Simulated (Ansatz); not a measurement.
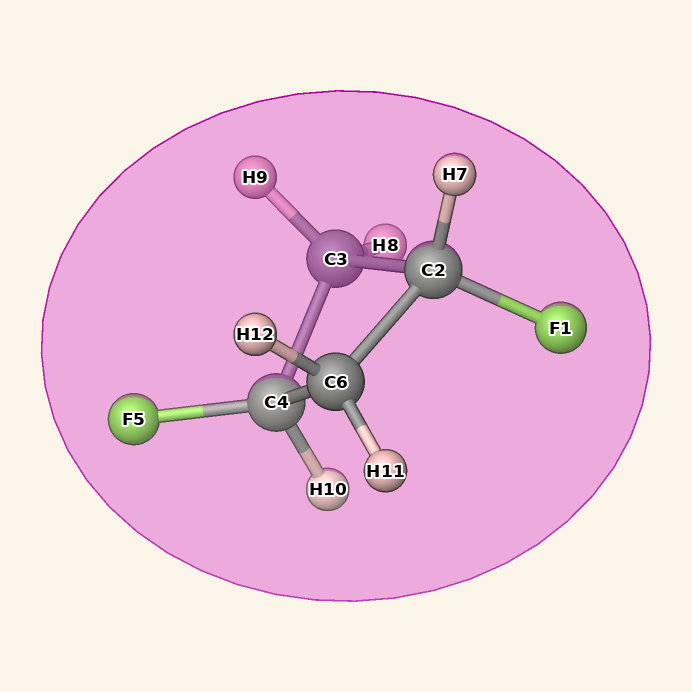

A disc through the centre of mass is drawn in. Depth is shown by fading: the farther an atom, the more it takes the colour of the background. Computed geometry: PBE-D4/def2-SVP optimisation. No frequency run is at hand to confirm it as a minimum.

Question: Is the plane of the disc a mirror plane of the structure?

Answer: Yes. The reflection leaves F1, C2, C4, F5, H7, H10 in place and moves C3 ↔ C6; H8 ↔ H11; H9 ↔ H12. The point group is Cs.
